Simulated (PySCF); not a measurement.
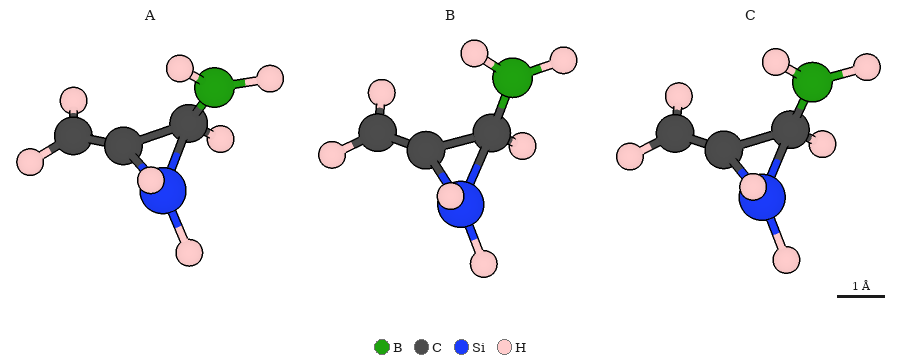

3 geometries from one relaxation of C3H7BSi, in shuffled order. Style: ball-and-stick. Shown at a tilt.

The start comes from GFN2-xTB. Its atoms were then displaced at random by about 0.01 Å.

Method: PySCF 2.14.0, density-fitted response routines, PBE0-D3(BJ)/def2-SVP geometry optimisation, gas phase. 

Order the frames from highest to lowest energy.

Answer. B, C, A. They are steps 0, 2, 10, at +25.5 kJ/mol, +4.73 kJ/mol relative to the last. After 10 geometry steps the energy has fallen by 25.5 kJ/mol. The largest move after the best rigid fit is that of an H atom, 0.47 Å. Largest moves by element: H 0.47 Å, Si 0.30 Å, C 0.28 Å, B 0.24 Å. Near-neighbour distances that change, for instance: B–Si 2.935 → 2.470 Å, H–Si 1.427 → 1.483 Å, B–H 1.154 → 1.209 Å, B–C 1.536 → 1.509 Å. Bond angles that change, for instance: B–C–Si 113.2° → 89.2°, C–Si–H 118.5° → 123.2°, B–C–H 116.9° → 119.4°.
